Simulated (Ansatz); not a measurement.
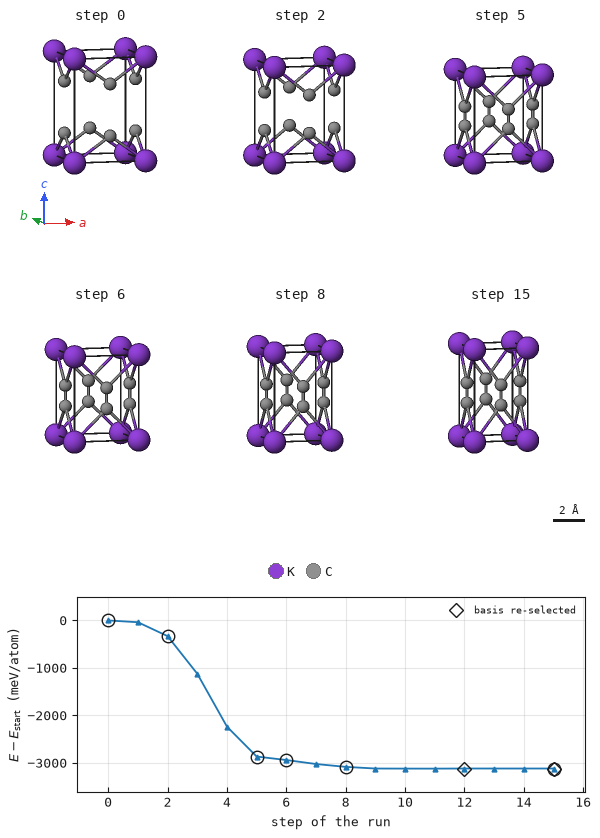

Frames of a relaxation of solid KC₄ (a generated structure, set up in P4/mmm), marked on the history of the run. A ball-and-stick model of the cell of the calculation, seen slightly off an axis.

These are results of DFT PBE, scalar-relativistic, plane waves, PAW in Ansatz, not measurements.

Input file:
```yaml
crystal:
  lattice:
    - [4.78571043, 0.0, 0.0]
    - [0.0, 4.78571043, 0.0]
    - [0.0, 0.0, 6.7680166]
  atoms:
    - { symbol: K, position: [0.0, 0.0, 0.0], spin: 0.12 }
    - { symbol: C, position: [0.5, 0.0, 0.25], spin: 1.99 }
    - { symbol: C, position: [0.0, 0.5, 0.75], spin: 1.99 }
    - { symbol: C, position: [0.5, 0.0, 0.75], spin: 1.99 }
    - { symbol: C, position: [0.0, 0.5, 0.25], spin: 1.99 }
basis:
  ecutwfc: 420
kpoints:
  mp_grid: { grid: [8, 8, 6] }
hamiltonian:
  xc: pbe
scf:
  occupations: { method: gaussian, width: 0.1 }
output:
  forces: true
  stress: true
  eigenvalues: true
  populations: true
  write_density: true
  write_potential: true
  elf: true
  volumetric_format: npy
magnetization:
  spin_polarized: true
relax:
  adjacent_minimum: "off"
  f_tol: 0.01
  max_steps: 80
  cell: { stress_tol: 0.05 }
```

Launched with:
```bash
ansatz run input.yaml --threads 1 --pin off --max-ram 2560MiB --backend cpu --events-out ev --progress --plain --runs-dir out
```

What happens along the run?

Answer. The largest moves relative to the cell, 0.84 Å, are those of C2, C3, C4 and C5. C2 goes along +c. K stays in place. Cell: a = b 4.786 → 3.570 Å (−25.4 %), c 6.768 → 6.015 Å (−11.1 %). Volume −50.6 %. Near-neighbour distances that change, for instance: C2–C4 3.384 → 1.322 Å, K1–K1 4.786 → 3.570 Å, K1–C2 2.931 → 2.948 Å. New bonds form: C2–C4 (3.38 → 1.32 Å), C3–C5 (3.38 → 1.32 Å). Bond angles that change, for instance: K1–C4–K1 109.5° → 74.5°. The space group stays P4/mmm (No. 123). After 13 accepted moves (15 points after the start) the energy has fallen by 3117 meV per atom. Largest force component: 0.17 eV/Å at the start, 0.0012 eV/Å at the end. Pressure: −0.59 GPa at the start and −0.02 GPa at the end. The SCF was repeated twice at an unchanged geometry on a basis and grid sized afresh for the cell, which shifted the energy by 2.3 meV per atom at most. The program noted that the starting moments weren't kept. The run may lie on a higher electronic state than the lowest, so the end point isn't shown to be the ground-state structure. The run took 6.2 min on 1 thread of Arm Neoverse V2 (shared host), peak memory 0.59 GiB. From step 0 to 2: C atoms move most (0.31 Å), volume −12.0 %, energy −330 meV per atom. From step 2 to 5: C atoms move most (0.48 Å), volume −14.7 %, energy −2535 meV per atom. From step 5 to 6: C atoms move most (0.05 Å), volume −10.7 %, energy −73.1 meV per atom. From step 6 to 8: C atoms move most (0.05 Å), volume −16.9 %, energy −144 meV per atom. From step 8 to 15: C atoms move most (0.02 Å), volume −11.2 %, energy −34.5 meV per atom.

| step | E − E(0), meV/atom | largest force component, eV/Å | pressure, GPa | volume, Å³/atom | note |
| --- | --- | --- | --- | --- | --- |
| 0 | 0.00 | 0.1665 | -0.59 | 31.002 |  |
| 1 | -37.14 | 0.3350 | -1.09 | 29.291 |  |
| 2 | -330.27 | 2.8228 | -8.23 | 27.284 |  |
| 3 | -1121.79 | 6.0945 | -12.38 | 25.543 |  |
| 4 | -2235.70 | 6.9768 | -12.93 | 24.307 |  |
| 5 | -2865.42 | 2.3439 | -0.10 | 23.269 |  |
| 6 | -2938.54 | 2.4516 | -5.57 | 20.774 |  |
| 7 | -3022.51 | 0.4696 | -2.31 | 18.754 |  |
| 8 | -3082.63 | 0.3366 | -0.98 | 17.255 |  |
| 9 | -3117.35 | 0.1575 | -0.30 | 15.598 |  |
| 10 | -3118.89 | 0.1407 | 0.38 | 15.280 |  |
| 11 | -3119.34 | 0.0002 | -0.02 | 15.436 |  |
| 12 | -3117.01 | 0.0059 | -0.21 | 15.436 | same geometry, new basis |
| 13 | -3117.18 | 0.0095 | -0.08 | 15.365 |  |
| 14 | -3117.25 | 0.0007 | 0.00 | 15.328 |  |
| 15 | -3117.11 | 0.0012 | -0.02 | 15.328 | same geometry, new basis |
